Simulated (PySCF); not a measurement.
## A study: C₈H₆S, SMILES `c1ccc2sccc2c1`

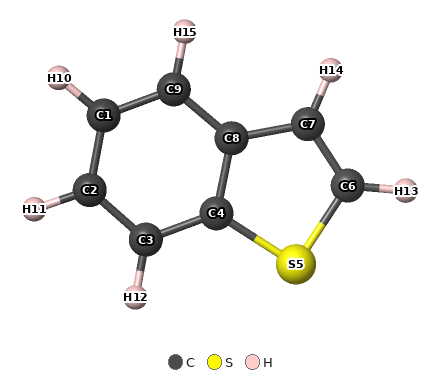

The molecule, with its atoms numbered as below. No frequency check shows the geometry to be a minimum.

Coordinates in Å:

```
C1       2.4813   -0.4967    0.0000
C2       2.2856    0.8845    0.0000
C3       1.0138    1.4188    0.0000
C4      -0.0647    0.5475    0.0000
S5      -1.7542    0.9692    0.0000
C6      -2.1933   -0.7070    0.0000
C7      -1.1349   -1.5422    0.0000
C8       0.1132   -0.8494    0.0000
C9       1.4112   -1.3628    0.0000
H10      3.4881   -0.8875    0.0000
H11      3.1410    1.5432    0.0000
H12      0.8546    2.4861    0.0000
H13     -3.2360   -0.9593    0.0000
H14     -1.2158   -2.6147    0.0000
H15      1.5618   -2.4322    0.0000
```

### 1. Bonding charge

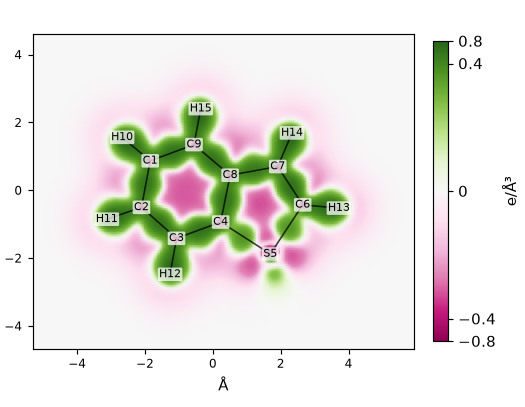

Deformation density (molecule less spherical, spin-averaged free atoms) in the molecular plane; colour scale in e/Å³, logarithmic beyond ±0.1; green: gain, pink: loss.

PySCF calculation, LDA (SVWN)/6-31G*, gas phase; geometry: GFN2-xTB.

Q: Describe the bonding that the map shows.

A: The five largest and four smallest: C6–H13: +0.66 e/Å³ at the bond critical point (bond length 1.07 Å, Mayer order 0.9). C2–H11: +0.65 e/Å³ at the bond critical point (bond length 1.08 Å, Mayer order 0.9). C3–H12: +0.65 e/Å³ at the bond critical point (bond length 1.08 Å, Mayer order 0.9). C1–H10: +0.65 e/Å³ at the bond critical point (bond length 1.08 Å, Mayer order 0.9). C9–H15: +0.64 e/Å³ at the bond critical point (bond length 1.08 Å, Mayer order 0.9). C4–C8: +0.56 e/Å³ at the bond critical point (bond length 1.41 Å, Mayer order 1.3). C7–C8: +0.52 e/Å³ at the bond critical point (bond length 1.43 Å, Mayer order 1.2). S5–C6: +0.28 e/Å³ at the bond critical point (bond length 1.73 Å, Mayer order 1.1). C4–S5: +0.28 e/Å³ at the bond critical point (bond length 1.74 Å, Mayer order 1.1). In all, 3.2 electrons gather in the regions of gain relative to the promolecule.

Q: Where do the Hirshfeld charges lie?

A: The highest Hirshfeld charge is on H13 (+0.06 e), the lowest on C6 (−0.07 e).

| atom | charge (e) |
| --- | --- |
| C1 | −0.06 |
| C2 | −0.05 |
| C3 | −0.06 |
| C4 | −0.02 |
| S5 | +0.05 |
| C6 | −0.07 |
| C7 | −0.07 |
| C8 | −0.01 |
| C9 | −0.05 |
| H10 | +0.05 |
| H11 | +0.05 |
| H12 | +0.06 |
| H13 | +0.06 |
| H14 | +0.06 |
| H15 | +0.05 |

### 2. Bond critical points

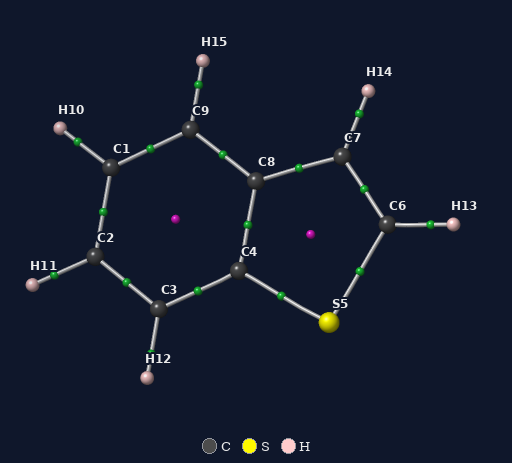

Molecular graph of the electron density (QTAIM): bond paths, bond critical points (green), ring points (magenta, if any); weak paths are dashed.

Q: How many critical points of each kind are there, and does the count close?

A: 15 nuclei, 16 bond, 2 ring and 0 cage critical points: 15 − 16 + 2 − 0 = 1, as the Poincaré–Hopf relation requires.

Q: What does the calculation give at each kind of bond critical point?

A:
```json
{"bond": "C6–C7", "length (Å)": "1.348", "ρ (a.u.)": "0.330", "∇²ρ (a.u.)": "−0.91", "ε": "0.30", "H (a.u.)": "−0.358"}
{"bond": "C1–C9", "length (Å)": "1.377", "ρ (a.u.)": "0.317", "∇²ρ (a.u.)": "−0.85", "ε": "0.21", "H (a.u.)": "−0.323"}
{"bond": "C2–C3", "length (Å)": "1.379", "ρ (a.u.)": "0.314", "∇²ρ (a.u.)": "−0.84", "ε": "0.21", "H (a.u.)": "−0.318"}
{"bond": "C3–C4", "length (Å)": "1.386", "ρ (a.u.)": "0.310", "∇²ρ (a.u.)": "−0.82", "ε": "0.18", "H (a.u.)": "−0.310"}
{"bond": "C1–C2", "length (Å)": "1.395", "ρ (a.u.)": "0.307", "∇²ρ (a.u.)": "−0.81", "ε": "0.17", "H (a.u.)": "−0.302"}
{"bond": "C8–C9", "length (Å)": "1.396", "ρ (a.u.)": "0.306", "∇²ρ (a.u.)": "−0.80", "ε": "0.16", "H (a.u.)": "−0.300"}
{"bond": "C4–C8", "length (Å)": "1.408", "ρ (a.u.)": "0.302", "∇²ρ (a.u.)": "−0.77", "ε": "0.16", "H (a.u.)": "−0.292"}
{"bond": "C7–C8", "length (Å)": "1.427", "ρ (a.u.)": "0.289", "∇²ρ (a.u.)": "−0.72", "ε": "0.13", "H (a.u.)": "−0.267"}
{"bond": "C6–H13", "length (Å)": "1.073", "ρ (a.u.)": "0.278", "∇²ρ (a.u.)": "−1.02", "ε": "0.02", "H (a.u.)": "−0.289"}
{"bond": "C2–H11", "length (Å)": "1.080", "ρ (a.u.)": "0.275", "∇²ρ (a.u.)": "−0.98", "ε": "0.01", "H (a.u.)": "−0.280"}
{"bond": "C3–H12", "length (Å)": "1.079", "ρ (a.u.)": "0.275", "∇²ρ (a.u.)": "−0.98", "ε": "0.01", "H (a.u.)": "−0.280"}
{"bond": "C1–H10", "length (Å)": "1.080", "ρ (a.u.)": "0.275", "∇²ρ (a.u.)": "−0.97", "ε": "0.01", "H (a.u.)": "−0.279"}
{"bond": "C7–H14", "length (Å)": "1.076", "ρ (a.u.)": "0.275", "∇²ρ (a.u.)": "−0.99", "ε": "0.01", "H (a.u.)": "−0.282"}
{"bond": "C9–H15", "length (Å)": "1.080", "ρ (a.u.)": "0.274", "∇²ρ (a.u.)": "−0.97", "ε": "0.01", "H (a.u.)": "−0.278"}
{"bond": "S5–C6", "length (Å)": "1.733", "ρ (a.u.)": "0.207", "∇²ρ (a.u.)": "−0.38", "ε": "0.20", "H (a.u.)": "−0.162"}
{"bond": "C4–S5", "length (Å)": "1.741", "ρ (a.u.)": "0.204", "∇²ρ (a.u.)": "−0.37", "ε": "0.17", "H (a.u.)": "−0.157"}
```

Q: What kind of interaction is C2–C3?

A: Shared-shell (covalent): ρ = 0.314, ∇²ρ = −0.84, H = −0.318 a.u. Its ellipticity of 0.21 shows that the density isn't cylindrical about the bond.

### 3. Electrostatic potential

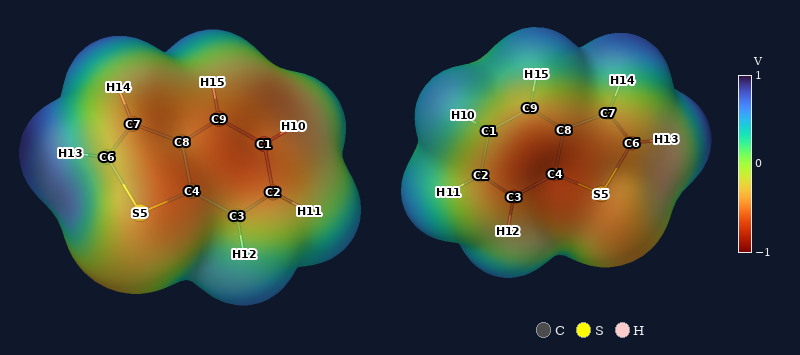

Electrostatic potential on the surface of electron density 0.001 a.u. (back view left, front view right).

Q: Where are the extremes of the potential on the surface?

A: Highest: 0.91 V, 1.3 Å from H13. Further maxima include 0.74 V, 1.4 Å from H14; 0.65 V, 1.3 Å from H12. Lowest: −0.73 V, off the C1–C9 bond (2.1 to 2.2 Å from its atoms), and at like points elsewhere. Further minima include −0.60 V, off the C6–C7 bond (2.1 Å from its atoms), and at like points elsewhere; −0.55 V, off the molecular plane, over S5 (2.2 Å). The surface is sampled at points, so like sites can differ by a few per cent and only the strongest of them is named.

Q: What volume does the surface enclose, and what is the dipole moment?

A: About 160 Å³; the dipole moment is 0.6 D.

### 4. Excited states

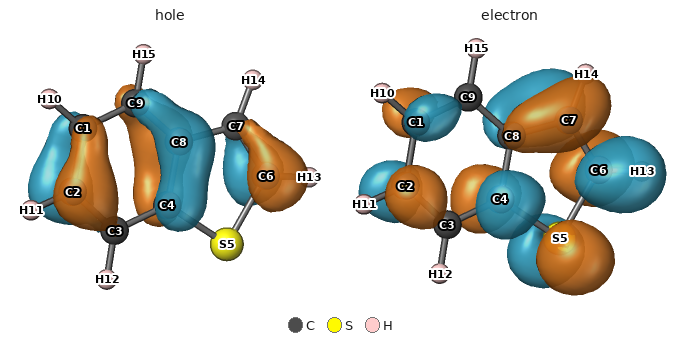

Leading natural transition orbital pair of S₃ (TDA singlet states); the surfaces enclose about 70 % of each orbital's density.

PySCF calculation, B3LYP/cc-pVDZ, gas phase; geometry: GFN2-xTB. Without diffuse functions Rydberg states are missing, so the states' numbers hold for this basis only.

Q: Characterise the state.

A: 5.92 eV (210 nm), f = 0.230 (bright), π → π*; the leading pair carries 72 %; hole on C8 (15 %), C2 and C6 (14 % each) and S5 (14 %), electron on C6 (17 %), S5 (16 %) and C4 and C7 (12 % each) (shares are of the whole state, not of the leading pair alone); their centroids lie 0.3 Å apart. The HOMO–LUMO gap is 5.24 eV.

### 5. Magnetic shielding

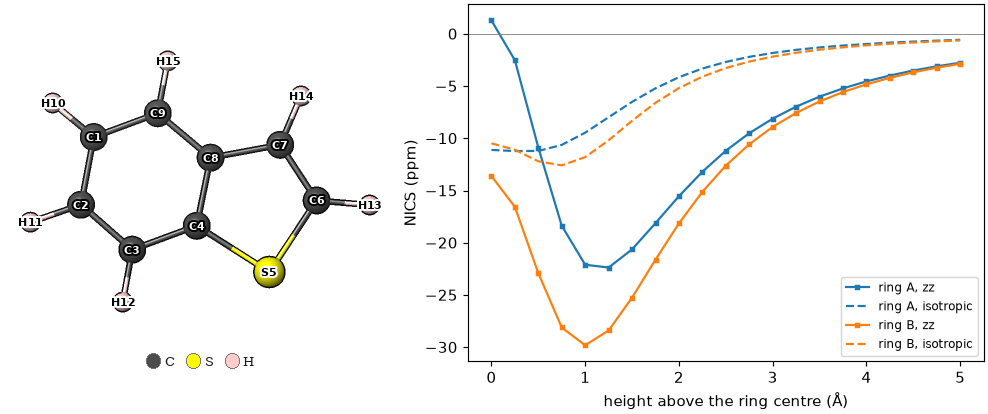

GIAO NICS scans along the ring normals; ring A: 5-membered ring C4/S5/C6/C7/C8; ring B: 6-membered ring C1/C2/C3/C4/C8/C9.

PySCF calculation, PBE0/6-31G*, gas phase; geometry: GFN2-xTB.

Q: What does each scan say about the ring current?

A: Ring A is strongly diatropic (aromatic): NICSzz reaches −22.4 ppm at 1.25 Å; NICS(0) = −11.1, NICS(1) = −9.4, NICS(1)zz = −22.1 ppm. Ring B is strongly diatropic (aromatic): NICSzz reaches −29.8 ppm at 1.00 Å; NICS(0) = −10.5, NICS(1) = −11.8, NICS(1)zz = −29.8 ppm.

Q: What absolute proton shieldings does the same calculation give?

A: From 24.5 ppm (H15) to 25.3 ppm (H13).
